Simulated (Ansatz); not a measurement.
# BCl2HO + NH3: a complex and its separated parts

The complex below is one end of an elementary step. How strongly is it bound against its free parts?

The runs use Ansatz 0.2.0, Gaussian basis; PBE0-D4/def2-TZVP structures, single points in def2-TZVPP, no counterpoise correction.

Levels: SPW92, PBE-D4, BLYP-D4, r2SCAN-D4, B97M-V, PBE0-D4, B3LYP-D4, r2SCAN0-D4, BHLYP-D4, CAM-B3LYP-D4, wB97X-V, wB97M-V, B2PLYP, PBE-QIDH, RPA on PBE, Hartree-Fock, MP2, CCSD, CCSD(T).

Cores are frozen in the correlated methods. B3LYP uses VWN-RPA correlation. B2PLYP carries no dispersion term here.

94 further runs of the same task are left out: 94 set aside as unsound or not needed. Runs told in other sessions of the task aren't counted.

## 1. The starting structure

The complex: 9 atoms, charge 0, spin multiplicity 1.

Atoms are counted from 1 here; the program's logs count them from 0.

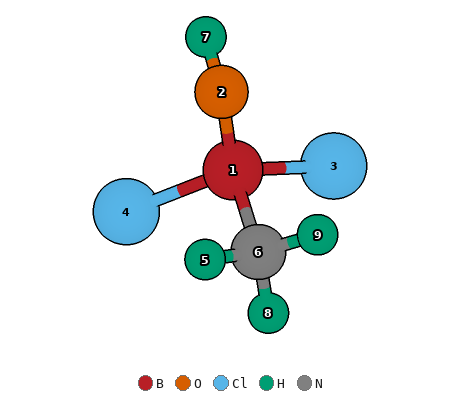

As it starts; boron red, oxygen orange, chlorine blue, hydrogen teal, nitrogen grey; atoms are numbered from 1 in the order of the file.

As a file:

```
B    -0.5106   -0.1634    0.1577
O    -1.1239    0.7915   -0.6576
Cl   -0.8016   -1.9388   -0.3164
Cl   -0.7339    0.0734    1.9895
H     1.3043    1.0302    0.1650
N     1.0637    0.0778   -0.0990
H    -2.0801    0.7632   -0.6054
H     1.6147   -0.5728    0.4523
H     1.2675   -0.0609   -1.0859
```

Its parts: BCl2HO holds atoms 1, 2, 3, 4, 7; NH3 holds atoms 5, 6, 8, 9. Each part counts its atoms afresh in its own runs.

## 2. Relaxing BCl2HO alone

File relax-a/in.yaml:

```yaml
crystal:
  periodic: [false, false, false]
  atoms:
    - {symbol: B, position_ang: [-0.510621, -0.163429, 0.157694]}
    - {symbol: O, position_ang: [-1.123931, 0.791480, -0.657641]}
    - {symbol: Cl, position_ang: [-0.801600, -1.938769, -0.316395]}
    - {symbol: Cl, position_ang: [-0.733902, 0.073426, 1.989460]}
    - {symbol: H, position_ang: [-2.080141, 0.763218, -0.605431]}
basis:
  gaussian: {orbitals: def2-TZVP}
hamiltonian: {xc: pbe0, dispersion: d4}
relax: {f_tol: 0.005, max_steps: 200}
```

On the command line:

```bash
$ ansatz run in.yaml --threads 4 --pin off --events-out ev --progress --plain --max-ram 9574MiB
```

Standard output, cut to the lines that bear on the results:

```text
Functional definition: PBE0
  name "PBE0"
  cite "Adamo & Barone, J. Chem. Phys. 110, 6158 (1999) doi:10.1063/1.478522"
  cite "Perdew, Burke & Ernzerhof, Phys. Rev. Lett. 77, 3865 (1996) doi:10.1103/PhysRevLett.77.3865"
  parent pbe
[...]
900 factors; their error is unknown
[...]
mean field -27777.81301951 eV, -1020.8157999892 hartree, gradient 2.4e-5 eV, S^2 0.000000; 0 other end points of the search recorded, 0 dependent functions left out
[...]
reference -27777.81304498 eV, -1020.8158009250 hartree; 24, 24 occupied and 118, 118 virtual orbitals, 900 factors
[...]
reference -27779.30478909 eV, -1020.8706215098 hartree; 24, 24 occupied and 118, 118 virtual orbitals, 900 factors
Total energy: -27779.40220920 eV, -1020.8742016331 hartree
Atom 0 at    -0.918983    -0.201930     0.375972 Å, force    -0.000240     0.001025     0.000076 eV/Å
Atom 1 at    -1.448114     0.851335    -0.262665 Å, force     0.000502    -0.001063     0.000479 eV/Å
Atom 2 at    -0.803153    -1.780214    -0.397951 Å, force    -0.000055    -0.000286    -0.000347 eV/Å
Atom 3 at    -0.336723     0.009059     2.007571 Å, force    -0.000152     0.000195    -0.000227 eV/Å
Atom 4 at    -1.743222     0.647677    -1.155240 Å, force    -0.000055     0.000129     0.000018 eV/Å
Dipole moment:    -0.142412     0.026347    -0.346233 e Å
```

Wall time 24 s (4 threads of Arm Neoverse V1, shared host).

Relaxation path: (the energy doesn't fall at every step)

| step | energy from step 1 (eV) | largest force component (eV/Å) |
| --- | --- | --- |
| 1 | 0.0000 | 4.7159 |
| 2 | -0.7402 | 1.6234 |
| 3 | -0.9058 | 1.1142 |
| 4 | -1.0189 | 0.7173 |
| 5 | -1.0609 | 0.1070 |
| 6 | -1.0611 | 0.3661 |
| 7 | -1.1024 | 0.3713 |
| 8 | -1.1516 | 0.5687 |
| 9 | -1.3184 | 1.0631 |
| 10 | -1.1965 | 3.6257 |
| 11 | -1.4185 | 0.7154 |
| 12 | -1.4802 | 0.2715 |
| 13 | -1.4917 | 0.0124 |
| 14 | -1.4917 | 0.0161 |
| 15 | -1.4917 | 0.0011 |

Close pairs (by a distance rule), those that changed most:

| bond | before (Å) | after (Å) | change (Å) |
| --- | --- | --- | --- |
| B1–Cl4 | 1.860 | 1.745 | -0.115 |
| B1–Cl3 | 1.860 | 1.762 | -0.099 |
| B1–O2 | 1.397 | 1.341 | -0.057 |
| O2–H5 | 0.958 | 0.962 | +0.004 |

## 3. Relaxing NH3 alone

File relax-b/in.yaml:

```yaml
crystal:
  periodic: [false, false, false]
  atoms:
    - {symbol: H, position_ang: [1.304287, 1.030212, 0.164969]}
    - {symbol: N, position_ang: [1.063663, 0.077779, -0.099025]}
    - {symbol: H, position_ang: [1.614737, -0.572771, 0.452269]}
    - {symbol: H, position_ang: [1.267508, -0.060946, -1.085900]}
basis:
  gaussian: {orbitals: def2-TZVP}
hamiltonian: {xc: pbe0, dispersion: d4}
relax: {f_tol: 0.005, max_steps: 200}
```

On the command line:

```bash
$ ansatz run in.yaml --threads 4 --pin off --events-out ev --progress --plain --max-ram 9574MiB
```

Standard output, cut to the lines that bear on the results:

```text
[... 5 set-up lines as earlier in the session ...]
[...]
287 factors; their error is unknown
[...]
mean field -1537.78936352 eV, -56.5127167582 hartree, gradient 2.5e-5 eV, S^2 0.000000; 0 other end points of the search recorded, 0 dependent functions left out
[...]
Total energy: -1537.80844299 eV, -56.5134179159 hartree
Atom 0 at     1.314310     1.015010     0.156874 Å, force    -0.001479    -0.002192    -0.000821 eV/Å
Atom 1 at     1.038108     0.073831    -0.094828 Å, force     0.003130     0.002620    -0.002375 eV/Å
Atom 2 at     1.619542    -0.559274     0.440350 Å, force    -0.000267    -0.000983     0.000864 eV/Å
Atom 3 at     1.278235    -0.055294    -1.070084 Å, force    -0.001385     0.000556     0.002332 eV/Å
Dipole moment:     0.343327     0.055957    -0.058907 e Å
```

Run time: 0.85 s. Hardware: 4 threads of Arm Neoverse V1, shared host.

The steps of the relaxation:

| step | energy from step 1 (eV) | largest force component (eV/Å) |
| --- | --- | --- |
| 1 | 0.0000 | 0.3421 |
| 2 | -0.0081 | 0.1531 |
| 3 | -0.0090 | 0.1882 |
| 4 | -0.0100 | 0.0031 |

Close pairs (by a distance rule), those that changed most:

| bond | before (Å) | after (Å) | change (Å) |
| --- | --- | --- | --- |
| H1–N2 | 1.017 | 1.013 | -0.005 |
| N2–H4 | 1.017 | 1.013 | -0.005 |
| N2–H3 | 1.015 | 1.013 | -0.003 |

## 4. SPW92/def2-TZVPP

File parta/in.yaml:

```yaml
crystal:
  periodic: [false, false, false]
  atoms:
    - {symbol: B, position_ang: [-0.918983, -0.201930, 0.375972]}
    - {symbol: O, position_ang: [-1.448114, 0.851335, -0.262665]}
    - {symbol: Cl, position_ang: [-0.803153, -1.780214, -0.397951]}
    - {symbol: Cl, position_ang: [-0.336723, 0.009059, 2.007571]}
    - {symbol: H, position_ang: [-1.743222, 0.647677, -1.155240]}
basis:
  gaussian: {orbitals: def2-TZVPP}
hamiltonian: {xc: lda}
```

File partb/in.yaml:

```yaml
crystal:
  periodic: [false, false, false]
  atoms:
    - {symbol: H, position_ang: [1.314310, 1.015010, 0.156874]}
    - {symbol: N, position_ang: [1.038108, 0.073831, -0.094828]}
    - {symbol: H, position_ang: [1.619542, -0.559274, 0.440350]}
    - {symbol: H, position_ang: [1.278235, -0.055294, -1.070084]}
basis:
  gaussian: {orbitals: def2-TZVPP}
hamiltonian: {xc: lda}
```

Each run has its own folder and the same command.

On the command line:

```bash
$ ansatz run in.yaml --threads 4 --pin off --events-out ev --progress --plain --max-ram 9574MiB
```

parta printed, cut to the lines that bear on the results:

```text
Functional definition: SPW92
  name "SPW92"
  cite "Dirac, Proc. Camb. Phil. Soc. 26, 376 (1930) doi:10.1017/S0305004100016108"
  cite "Slater, Phys. Rev. 81, 385 (1951) doi:10.1103/PhysRev.81.385"
  cite "Perdew & Wang, Phys. Rev. B 45, 13244 (1992) doi:10.1103/PhysRevB.45.13244"
[...]
967 factors; their error is unknown
[...]
mean field -27687.71866714 eV, -1017.5048936076 hartree, gradient 2.9e-5 eV, S^2 0.000000; 0 other end points of the search recorded, 0 dependent functions left out
reference -27687.71869902 eV, -1017.5048947792 hartree; 24, 24 occupied and 136, 136 virtual orbitals, 967 factors
Total energy: -27687.71869902 eV, -1017.5048947792 hartree
```

Log of partb, cut to the lines that bear on the results:

```text
[... 5 set-up lines as earlier in the session ...]
[...]
332 factors; their error is unknown
[...]
mean field -1526.58942309 eV, -56.1011265389 hartree, gradient 8.6e-5 eV, S^2 0.000000; 0 other end points of the search recorded, 0 dependent functions left out
reference -1526.58944248 eV, -56.1011272517 hartree; 5, 5 occupied and 68, 68 virtual orbitals, 332 factors
Total energy: -1526.58944248 eV, -56.1011272517 hartree
```

Times: 0.65 s (parta), 0.15 s (partb) on 4 threads of Arm Neoverse V1, shared host.

## 5. PBE-D4/def2-TZVPP

Each input of step 4 (parta, partb) changes in the same lines:

```diff
-hamiltonian: {xc: lda}
+hamiltonian: {xc: pbe, dispersion: d4}
```

The same command starts each run, in its folder.

On the command line:

```bash
$ ansatz run in.yaml --threads 4 --pin off --events-out ev --progress --plain --max-ram 9574MiB
```

Output in parta, cut to the lines that bear on the results:

```text
Functional definition: PBE
  name "PBE"
[... 2 set-up lines as earlier in the session ...]
[...]
967 factors; their error is unknown
[...]
mean field -27777.21767799 eV, -1020.7939215916 hartree, gradient 2.2e-5 eV, S^2 0.000000; 0 other end points of the search recorded, 0 dependent functions left out
reference -27777.21771228 eV, -1020.7939228518 hartree; 24, 24 occupied and 136, 136 virtual orbitals, 967 factors
Total energy: -27777.33419850 eV, -1020.7982036414 hartree
```

partb printed, cut to the lines that bear on the results:

```text
[... 4 set-up lines as earlier in the session ...]
[...]
332 factors; their error is unknown
[...]
mean field -1537.73160353 eV, -56.5105941179 hartree, gradient 5.9e-5 eV, S^2 0.000000; 0 other end points of the search recorded, 0 dependent functions left out
reference -1537.73162388 eV, -56.5105948656 hartree; 5, 5 occupied and 68, 68 virtual orbitals, 332 factors
Total energy: -1537.74300254 eV, -56.5110130236 hartree
```

Times: 1 s (parta), 0.2 s (partb) on 4 threads of Arm Neoverse V1, shared host.

## 6. BLYP-D4/def2-TZVPP

Each input of step 5 (parta, partb) changes in the same lines:

```diff
-hamiltonian: {xc: pbe, dispersion: d4}
+hamiltonian: {xc: {name: BLYP}, dispersion: d4}
```

The same command starts each run, in its folder.

On the command line:

```bash
$ ansatz run in.yaml --threads 4 --pin off --events-out ev --progress --plain --max-ram 9574MiB
```

Output in parta, cut to the lines that bear on the results:

```text
Functional definition: BLYP
  name "BLYP"
  cite "Becke, Phys. Rev. A 38, 3098 (1988) doi:10.1103/PhysRevA.38.3098"
  cite "Lee, Yang & Parr, Phys. Rev. B 37, 785 (1988) doi:10.1103/PhysRevB.37.785"
[...]
967 factors; their error is unknown
[...]
mean field -27789.85650123 eV, -1021.2583897789 hartree, gradient 2.3e-5 eV, S^2 0.000000; 0 other end points of the search recorded, 0 dependent functions left out
reference -27789.85680836 eV, -1021.2584010659 hartree; 24, 24 occupied and 136, 136 virtual orbitals, 967 factors
Total energy: -27790.11968147 eV, -1021.2680614744 hartree
```

partb printed, cut to the lines that bear on the results:

```text
[... 4 set-up lines as earlier in the session ...]
[...]
332 factors; their error is unknown
[...]
mean field -1539.10798091 eV, -56.5611750537 hartree, gradient 5.5e-5 eV, S^2 0.000000; 0 other end points of the search recorded, 0 dependent functions left out
reference -1539.10816648 eV, -56.5611818730 hartree; 5, 5 occupied and 68, 68 virtual orbitals, 332 factors
Total energy: -1539.13561754 eV, -56.5621906811 hartree
```

Times: 0.95 s (parta), 0.25 s (partb) on 4 threads of Arm Neoverse V1, shared host.

## 7. r2SCAN-D4/def2-TZVPP

The same edit goes into each in.yaml of step 6 (parta, partb):

```diff
-hamiltonian: {xc: {name: BLYP}, dispersion: d4}
+hamiltonian: {xc: r2scan, dispersion: d4}
```

The same command starts each run, in its folder.

On the command line:

```bash
$ ansatz run in.yaml --threads 4 --pin off --events-out ev --progress --plain --max-ram 9574MiB
```

Output in parta, cut to the lines that bear on the results:

```text
Functional definition: r2SCAN
  name "r2SCAN"
  cite "Furness, Kaplan, Ning, Perdew & Sun, J. Phys. Chem. Lett. 11, 8208 (2020) doi:10.1021/acs.jpclett.0c02405"
  cite "Furness, Kaplan, Ning, Perdew & Sun, J. Phys. Chem. Lett. 11, 9248 (2020) doi:10.1021/acs.jpclett.0c03077"
  parent r2scan
[...]
967 factors; their error is unknown
[...]
mean field -27787.63083713 eV, -1021.1765981320 hartree, gradient 5.2e-5 eV, S^2 0.000000; 0 other end points of the search recorded, 0 dependent functions left out
reference -27787.63084622 eV, -1021.1765984660 hartree; 24, 24 occupied and 136, 136 virtual orbitals, 967 factors
Total energy: -27787.65654950 eV, -1021.1775430442 hartree
```

Log of partb, cut to the lines that bear on the results:

```text
[... 5 set-up lines as earlier in the session ...]
[...]
332 factors; their error is unknown
[...]
mean field -1538.76473837 eV, -56.5485611230 hartree, gradient 3.0e-5 eV, S^2 0.000000; 0 other end points of the search recorded, 0 dependent functions left out
reference -1538.76474483 eV, -56.5485613603 hartree; 5, 5 occupied and 68, 68 virtual orbitals, 332 factors
Total energy: -1538.76745796 eV, -56.5486610659 hartree
```

Wall times: 2.1 s (parta), 0.55 s (partb) on 4 threads of Arm Neoverse V1, shared host.

## 8. B97M-V/def2-TZVPP

Each input of step 7 (parta, partb) changes in the same lines:

```diff
-hamiltonian: {xc: r2scan, dispersion: d4}
+hamiltonian: {xc: {name: B97M-V}}
```

One command serves all of them, each in its own folder.

On the command line:

```bash
$ ansatz run in.yaml --threads 4 --pin off --events-out ev --progress --plain --max-ram 9574MiB
```

parta printed, cut to the lines that bear on the results:

```text
Functional definition: B97M-V
  name "B97M-V"
  cite "Mardirossian & Head-Gordon, J. Chem. Phys. 142, 074111 (2015) doi:10.1063/1.4907719"
  cite "Becke, J. Chem. Phys. 107, 8554 (1997) doi:10.1063/1.475007"
  cite "Vydrov & Van Voorhis, J. Chem. Phys. 133, 244103 (2010) doi:10.1063/1.3521275"
  # Of w^i u^j: cxij and so on, Table III.
[...]
  gx(w, u) = cx00 + cx01*u + cx02*u^2 + (cx10 + cx11*u)*w
[...]
  gos(w, u) = cos00 + cos01*u + cos03*u^3 + cos10*w + cos32*w^3*u^2
[...]
      + integral(e_c_pw_mod_opposite_spin*gos(b97_w_opposite, b97_u_opposite)) + vv10(b, c)
967 factors; their error is unknown
[...]
mean field -27783.91085973 eV, -1021.0398914838 hartree, gradient 1.2e-5 eV, S^2 0.000000; 0 other end points of the search recorded, 0 dependent functions left out
reference -27783.91090716 eV, -1021.0398932271 hartree; 24, 24 occupied and 136, 136 virtual orbitals, 967 factors
Total energy: -27783.91090716 eV, -1021.0398932271 hartree
```

Output in partb, cut to the lines that bear on the results:

```text
[... 5 set-up lines as earlier in the session ...]
  # Of w^i u^j: cxij and so on, Table III.
[...]
  gx(w, u) = cx00 + cx01*u + cx02*u^2 + (cx10 + cx11*u)*w
[...]
  gos(w, u) = cos00 + cos01*u + cos03*u^3 + cos10*w + cos32*w^3*u^2
[...]
      + integral(e_c_pw_mod_opposite_spin*gos(b97_w_opposite, b97_u_opposite)) + vv10(b, c)
332 factors; their error is unknown
[...]
mean field -1539.38748508 eV, -56.5714466425 hartree, gradient 4.5e-5 eV, S^2 0.000000; 0 other end points of the search recorded, 0 dependent functions left out
reference -1539.38751791 eV, -56.5714478488 hartree; 5, 5 occupied and 68, 68 virtual orbitals, 332 factors
Total energy: -1539.38751791 eV, -56.5714478488 hartree
```

They took 3.4 s (parta), 0.65 s (partb) on 4 threads of Arm Neoverse V1, shared host.

## 9. PBE0-D4/def2-TZVPP

Each input of step 8 (parta, partb) changes in the same lines:

```diff
-hamiltonian: {xc: {name: B97M-V}}
+hamiltonian: {xc: pbe0, dispersion: d4}
+output: {orbitals: {seedname: orbitals}}
```

The same command starts each run, in its folder.

On the command line:

```bash
$ ansatz run in.yaml --threads 4 --pin off --events-out ev --progress --plain --max-ram 9574MiB
```

Output in parta, cut to the lines that bear on the results:

```text
[... 5 set-up lines as earlier in the session ...]
[...]
1029 factors; their error is unknown
[...]
mean field -27779.34616490 eV, -1020.8721420429 hartree, gradient 1.4e-5 eV, S^2 0.000000; 0 other end points of the search recorded, 0 dependent functions left out
reference -27779.34619002 eV, -1020.8721429661 hartree; 24, 24 occupied and 136, 136 virtual orbitals, 1029 factors
Total energy: -27779.44361013 eV, -1020.8757230891 hartree
```

Output in partb, cut to the lines that bear on the results:

```text
[... 5 set-up lines as earlier in the session ...]
[...]
332 factors; their error is unknown
[...]
mean field -1537.87184915 eV, -56.5157480493 hartree, gradient 6.6e-6 eV, S^2 0.000000; 0 other end points of the search recorded, 0 dependent functions left out
reference -1537.87186506 eV, -56.5157486340 hartree; 5, 5 occupied and 68, 68 virtual orbitals, 332 factors
Total energy: -1537.88098140 eV, -56.5160836532 hartree
```

Wall times: 1.4 s (parta), 0.25 s (partb) on 4 threads of Arm Neoverse V1, shared host.

## 10. B3LYP-D4/def2-TZVPP

The same edit goes into each in.yaml of step 9 (parta, partb):

```diff
-hamiltonian: {xc: pbe0, dispersion: d4}
-output: {orbitals: {seedname: orbitals}}
+hamiltonian: {xc: {name: B3LYP}, dispersion: d4}
```

The same command starts each run, in its folder.

On the command line:

```bash
$ ansatz run in.yaml --threads 4 --pin off --events-out ev --progress --plain --max-ram 9574MiB
```

Output in parta, cut to the lines that bear on the results:

```text
Functional definition: B3LYP
  name "B3LYP"
  cite "Stephens, Devlin, Chabalowski & Frisch, J. Phys. Chem. 98, 11623 (1994) doi:10.1021/j100096a001"
[... 2 set-up lines as earlier in the session ...]
  cite "Vosko, Wilk & Nusair, Can. J. Phys. 58, 1200 (1980) doi:10.1139/p80-159"
[...]
1005 factors; their error is unknown
[...]
mean field -27791.52625742 eV, -1021.3197521872 hartree, gradient 1.8e-5 eV, S^2 0.000000; 0 other end points of the search recorded, 0 dependent functions left out
reference -27791.52648500 eV, -1021.3197605506 hartree; 24, 24 occupied and 136, 136 virtual orbitals, 1005 factors
Total energy: -27791.71849605 eV, -1021.3268168264 hartree
```

partb printed, cut to the lines that bear on the results:

```text
[... 6 set-up lines as earlier in the session ...]
[...]
332 factors; their error is unknown
[...]
mean field -1539.85469938 eV, -56.5886164512 hartree, gradient 2.1e-5 eV, S^2 0.000000; 0 other end points of the search recorded, 0 dependent functions left out
reference -1539.85483898 eV, -56.5886215812 hartree; 5, 5 occupied and 68, 68 virtual orbitals, 332 factors
Total energy: -1539.87290094 eV, -56.5892853461 hartree
```

Times: 1.4 s (parta), 0.25 s (partb) on 4 threads of Arm Neoverse V1, shared host.

## 11. r2SCAN0-D4/def2-TZVPP

Each input of step 10 (parta, partb) changes in the same lines:

```diff
-hamiltonian: {xc: {name: B3LYP}, dispersion: d4}
+hamiltonian: {xc: {name: r2SCAN0}, dispersion: d4}
```

Each run has its own folder and the same command.

On the command line:

```bash
$ ansatz run in.yaml --threads 4 --pin off --events-out ev --progress --plain --max-ram 9574MiB
```

Log of parta, cut to the lines that bear on the results:

```text
Functional definition: r2SCAN0
  name "r2SCAN0"
  cite "Bursch, Neugebauer, Ehlert & Grimme, J. Chem. Phys. 156, 134105 (2022) doi:10.1063/5.0086040"
[... 3 set-up lines as earlier in the session ...]
[...]
1029 factors; their error is unknown
[...]
mean field -27787.10754392 eV, -1021.1573674611 hartree, gradient 2.8e-5 eV, S^2 0.000000; 0 other end points of the search recorded, 0 dependent functions left out
reference -27787.10755102 eV, -1021.1573677220 hartree; 24, 24 occupied and 136, 136 virtual orbitals, 1029 factors
Total energy: -27787.13846927 eV, -1021.1585039469 hartree
```

Log of partb, cut to the lines that bear on the results:

```text
[... 6 set-up lines as earlier in the session ...]
[...]
332 factors; their error is unknown
[...]
mean field -1538.56922812 eV, -56.5413762536 hartree, gradient 4.2e-5 eV, S^2 0.000000; 0 other end points of the search recorded, 0 dependent functions left out
reference -1538.56923320 eV, -56.5413764406 hartree; 5, 5 occupied and 68, 68 virtual orbitals, 332 factors
Total energy: -1538.57223471 eV, -56.5414867439 hartree
```

Wall times: 2.5 s (parta), 0.55 s (partb) on 4 threads of Arm Neoverse V1, shared host.

## 12. BHLYP-D4/def2-TZVPP

Each input of step 11 (parta, partb) changes in the same lines:

```diff
-hamiltonian: {xc: {name: r2SCAN0}, dispersion: d4}
+hamiltonian: {xc: {name: BHLYP}, dispersion: d4}
```

The same command starts each run, in its folder.

On the command line:

```bash
$ ansatz run in.yaml --threads 4 --pin off --events-out ev --progress --plain --max-ram 9574MiB
```

Log of parta, cut to the lines that bear on the results:

```text
Functional definition: BHLYP
  name "BHLYP"
  cite "Becke, J. Chem. Phys. 98, 1372 (1993) doi:10.1063/1.464304"
[... 2 set-up lines as earlier in the session ...]
[...]
1133 factors; their error is unknown
[...]
mean field -27789.36003369 eV, -1021.2401449335 hartree, gradient 2.9e-5 eV, S^2 0.000000; 0 other end points of the search recorded, 0 dependent functions left out
reference -27789.36018722 eV, -1021.2401505755 hartree; 24, 24 occupied and 136, 136 virtual orbitals, 1133 factors
Total energy: -27789.50918997 eV, -1021.2456263254 hartree
```

Log of partb, cut to the lines that bear on the results:

```text
[... 5 set-up lines as earlier in the session ...]
[...]
346 factors; their error is unknown
[...]
mean field -1538.73555592 eV, -56.5474886877 hartree, gradient 7.6e-5 eV, S^2 0.000000; 0 other end points of the search recorded, 0 dependent functions left out
reference -1538.73565255 eV, -56.5474922389 hartree; 5, 5 occupied and 68, 68 virtual orbitals, 346 factors
Total energy: -1538.74635336 eV, -56.5478854862 hartree
```

They took 1.2 s (parta), 0.25 s (partb) on 4 threads of Arm Neoverse V1, shared host.

(Part 1 of 2 ends here.)
